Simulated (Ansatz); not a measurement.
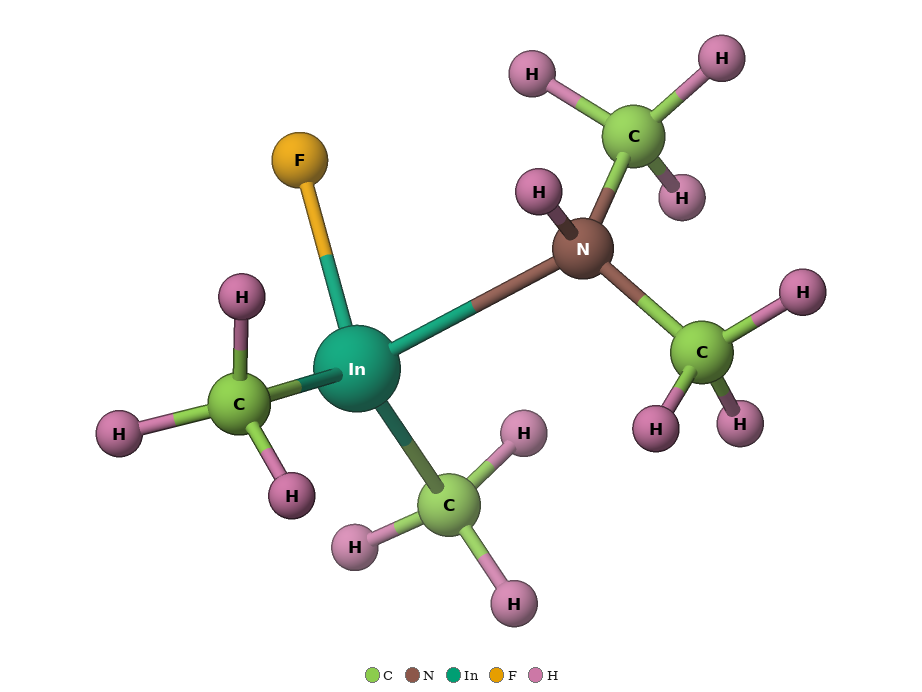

The picture comes from a calculation with Ansatz.

The picture shows a molecular structure as a ball-and-stick model.

Identify the structure.

It has 20 atoms: 4 carbon, 13 hydrogen, 1 fluorine, 1 indium and 1 nitrogen (C4H13FInN). SMILES: `C[NH+](C)[In-]([CH3])([CH3])[F]`. This geometry has C1 symmetry. Coordination, clear cases only: 4 C tetrahedral; 1 N tetrahedral.
